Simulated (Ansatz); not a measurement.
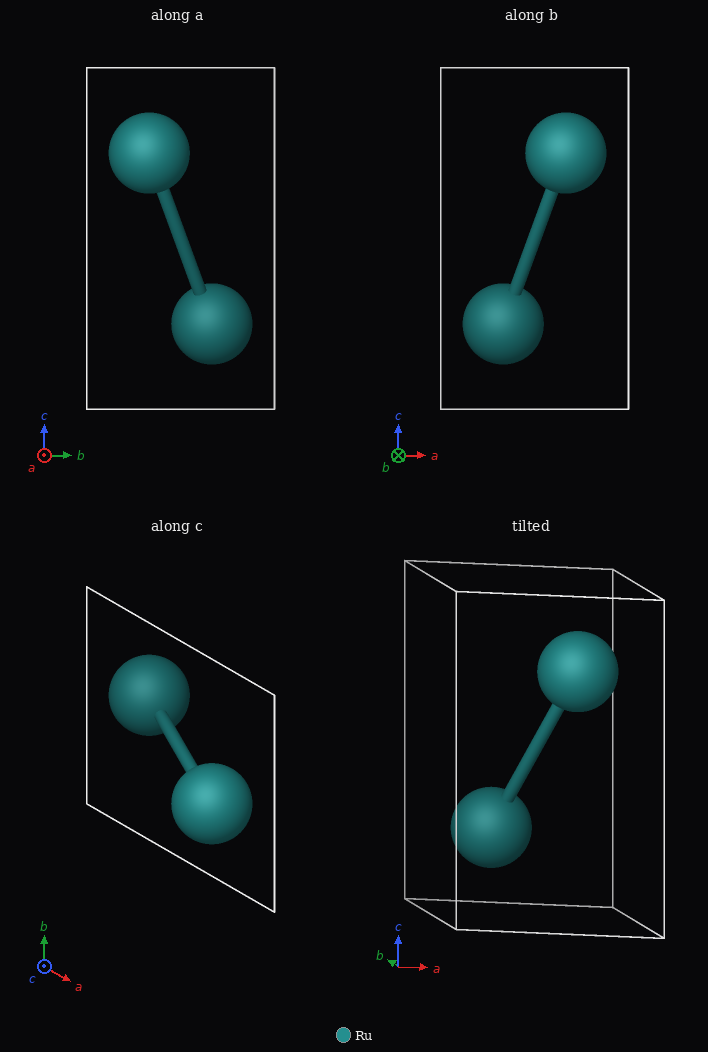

Crystal structure, ball-and-stick style, seen along the a axis, along the b axis, along the c axis and slightly off an axis. The wireframe shows the conventional unit cell.

Lattice parameters: a = 2.7226 Å, b = 2.7226 Å, c = 4.2885 Å, α = 90.000°, β = 90.000°, γ = 120.000°.

Set out the cell and atoms as a CIF in P1 with every atom of the cell.

```cif
data_structure
_symmetry_space_group_name_H-M 'P 1'
_symmetry_Int_Tables_number 1
_cell_length_a 2.7226
_cell_length_b 2.7226
_cell_length_c 4.2885
_cell_angle_alpha 90.000
_cell_angle_beta 90.000
_cell_angle_gamma 120.000
_cell_volume 27.53
loop_
_atom_site_label
_atom_site_type_symbol
_atom_site_fract_x
_atom_site_fract_y
_atom_site_fract_z
_atom_site_occupancy
Ru1 Ru 0.3333 0.6667 0.2500 1
Ru2 Ru 0.6667 0.3333 0.7500 1
```

The model was built from a structure type filled with this element by a generator (whether the element takes this form wasn't checked). A relaxation with DFT, PBE, PAW with Ansatz's default frozen-core files, scalar-relativistic in Ansatz 0.2.0 gave the geometry drawn.
